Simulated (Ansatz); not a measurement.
# AlBNH4F (SMILES [NH2][AlH][BH]F): r2SCAN/def2-SVPD

Aim: the energy change on altering one bond length of AlBNH4F at r2SCAN/def2-SVPD, from 2 runs. 

Program for the calculation: Ansatz 0.2.0.

92 further runs of the same task are left out: 92 set aside as unsound or not needed.

### 1 The structure to begin with

AlBNH4F: 8 atoms, total charge 0, spin state singlet. SMILES: `[NH2][AlH][BH]F`. Geometry: relaxed at PBE0-D4/def2-TZVP. This is one conformer, not always the lowest.

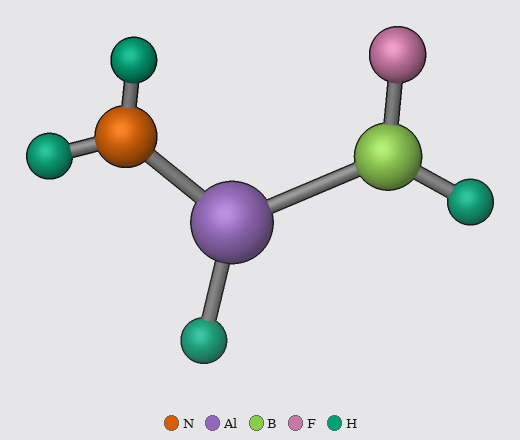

Viewed from a chosen angle; nitrogen orange, aluminium purple, boron green, fluorine pink, hydrogen teal.

### 2 A single-point energy at r2SCAN/def2-SVPD

File job.yaml:

```yaml
crystal:
  periodic: [false, false, false]
  atoms:
    - symbol: "N"
      position_ang: [-1.034900, 1.238000, 0.178100]
    - symbol: Al
      position_ang: [0.358400, 0.247200, 0.637000]
    - symbol: B
      position_ang: [0.824000, -1.438600, -0.645900]
    - symbol: F
      position_ang: [0.022100, -1.693000, -1.675500]
    - symbol: H
      position_ang: [-1.365500, 2.050100, 0.674400]
    - symbol: H
      position_ang: [-1.614500, 1.063500, -0.627700]
    - symbol: H
      position_ang: [1.149400, 0.679500, 1.946200]
    - symbol: H
      position_ang: [1.753200, -2.203800, -0.542400]
basis:
  gaussian: {orbitals: def2-SVPD}
hamiltonian: {xc: r2scan}
accuracy: high
output: {orbitals: {seedname: orbitals}}
```

Run with:

```console
$ ansatz run job.yaml --threads 1 --pin off --max-ram 3480MiB --events-out events.jsonl --progress --plain --runs-dir runs
```

The program printed:

```text
Warning: RAYON_NUM_THREADS=1 ignored (pool sized by the plan → 1); use --threads N
Functional definition: r2SCAN
  name "r2SCAN"
  parameter k0 = 0.174
  parameter k1 = 0.065
  parameter a1 = 4.9479
  exchange = r2scan_x(k0 = k0, k1 = k1, a1 = a1)
  correlation = r2scan_c
2418 factors; integrals over basis functions are off by at most 3.3e-9 eV
mean field evaluation 1: about -11529.3536 eV, gradient 6.5e1 eV
mean field evaluation 2: about -11488.7863 eV, gradient 1.2e2 eV
mean field evaluation 4: about -11537.7069 eV, gradient 7.2e0 eV
mean field evaluation 8: about -11537.8131 eV, gradient 2.0e-1 eV
mean field evaluation 16: about -11537.8132 eV, gradient 2.1e-5 eV
mean field -11537.81324256 eV, -424.0068160534 hartree, gradient 6.9e-8 eV, S^2 0.000000; 0 other end points of the search recorded, 0 dependent functions left out
reference -11537.81324389 eV, -424.0068161023 hartree; 19, 19 occupied and 100, 100 virtual orbitals, 2418 factors
Total energy: -11537.81324389 eV, -424.0068161023 hartree
```

Wall time 22 s (1 thread of Arm Neoverse V1, shared host); peak memory 0.41 GiB.

### 3 The distorted shape at the same level

File in.yaml:

```yaml
crystal:
  periodic: [false, false, false]
  atoms:
    - {symbol: "N", position_ang: [-1.778266, 1.850165, 0.095299]}
    - {symbol: Al, position_ang: [-0.384966, 0.859365, 0.554199]}
    - {symbol: B, position_ang: [0.080634, -0.826435, -0.728701]}
    - {symbol: F, position_ang: [-0.721266, -1.080835, -1.758301]}
    - {symbol: H, position_ang: [-2.108866, 2.662265, 0.591599]}
    - {symbol: H, position_ang: [-2.357866, 1.675665, -0.710501]}
    - {symbol: H, position_ang: [0.406034, 1.291665, 1.863399]}
    - {symbol: H, position_ang: [1.753200, -2.203800, -0.542400]}
basis:
  gaussian:
    orbitals: def2-SVPD
hamiltonian:
  xc: r2scan
accuracy: high
output:
  orbitals: {seedname: orbitals}
```

Run with:

```console
$ ansatz run in.yaml --threads 1 --pin off --max-ram 3480MiB --events-out events.jsonl --progress --plain --runs-dir runs
```

The program printed:

```text
Warning: RAYON_NUM_THREADS=1 ignored (pool sized by the plan → 1); use --threads N
Functional definition: r2SCAN
  name "r2SCAN"
  parameter k0 = 0.174
  parameter k1 = 0.065
  parameter a1 = 4.9479
  exchange = r2scan_x(k0 = k0, k1 = k1, a1 = a1)
  correlation = r2scan_c
2441 factors; integrals over basis functions are off by at most 3.0e-9 eV
mean field evaluation 1: about -11526.8507 eV, gradient 6.4e1 eV
mean field evaluation 2: about -11477.8078 eV, gradient 1.3e2 eV
mean field evaluation 4: about -11534.7114 eV, gradient 1.1e1 eV
mean field evaluation 8: about -11535.0674 eV, gradient 4.8e-1 eV
mean field evaluation 16: about -11535.0679 eV, gradient 5.4e-5 eV
mean field -11535.06792359 eV, -423.9059274420 hartree, gradient 7.2e-8 eV, S^2 0.000000; 0 other end points of the search recorded, 0 dependent functions left out
reference -11535.06792500 eV, -423.9059274939 hartree; 19, 19 occupied and 100, 100 virtual orbitals, 2441 factors
Total energy: -11535.06792500 eV, -423.9059274939 hartree
```

It took 19 s on 1 thread of Arm Neoverse V1, shared host; peak memory 0.41 GiB.

### 4 What came out

At r2SCAN/def2-SVPD:

| quantity | value |
| --- | --- |
| first shape: total energy | -424.00682 Eh |
| first shape: HOMO energy | -6.25 eV |
| first shape: LUMO energy | -2.79 eV |
| first shape: HOMO–LUMO gap | 3.46 eV |
| distorted shape: total energy | -423.90593 Eh |
| distorted shape: HOMO energy | -5.79 eV |
| distorted shape: LUMO energy | -3.31 eV |
| distorted shape: HOMO–LUMO gap | 2.48 eV |
| energy change with the B3–H8 bond stretched from 1.208 to 2.175 Å | 2.745 eV |

In words: With the B3–H8 bond stretched from 1.208 to 2.175 Å the energy rises by 2.75 eV (63 kcal/mol). The first shape isn't relaxed at this level, so the change isn't measured from a minimum.
